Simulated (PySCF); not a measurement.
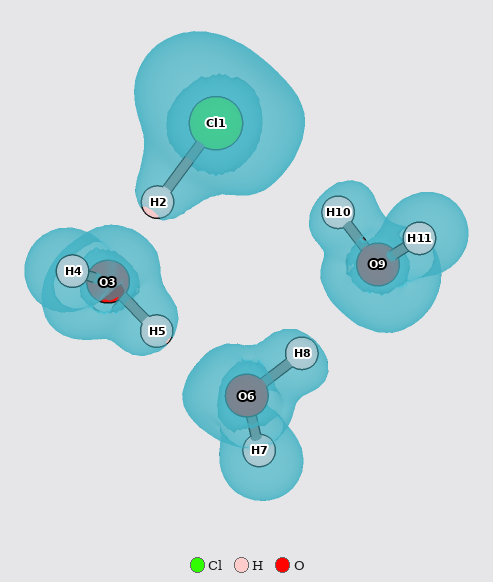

*HCl···H2O···H2O···H2O (SMILES Cl.O.O.O). Isosurface of the ELF at 0.75 (cyan), seen at a tilt. Core shells and regions of very low density are left out.*

Geometry: PBE0-D3(BJ)/def2-SVPD.

Level of theory: wB97M-D3(BJ)/def2-TZVPD, SCF density, gas phase (PySCF).

```xyz
11

Cl   -1.6430    0.4741   -1.2691
H    -1.1414   -0.8636   -1.3975
O    -0.6359   -2.1188   -1.6226
H     0.1437   -2.2762   -1.0806
H    -0.3403   -2.1284   -2.5818
O     0.0985   -1.8747   -4.1009
H    -0.3247   -2.3687   -4.8074
H    -0.0940   -0.9194   -4.2690
O    -0.6048    0.6922   -4.2268
H    -1.0035    0.8046   -3.3412
H    -0.0002    1.4302   -4.3388
```

**Describe the localisation domains.**

At this value the surface marks out one joined region spread over several atoms (Cl, H), in which their bonds and any lone pairs are merged and three joined regions spread over several atoms (H, O), in which their bonds and any lone pairs are merged.

Values along the shortest contacts:
O3···H2 (1.37 Å): the ELF climbs to about 0.90 towards the hydrogen, as it does in any bond to H. O–H (0.96 Å): the ELF climbs to about 1 towards the hydrogen (an ordinary covalent bond to hydrogen).
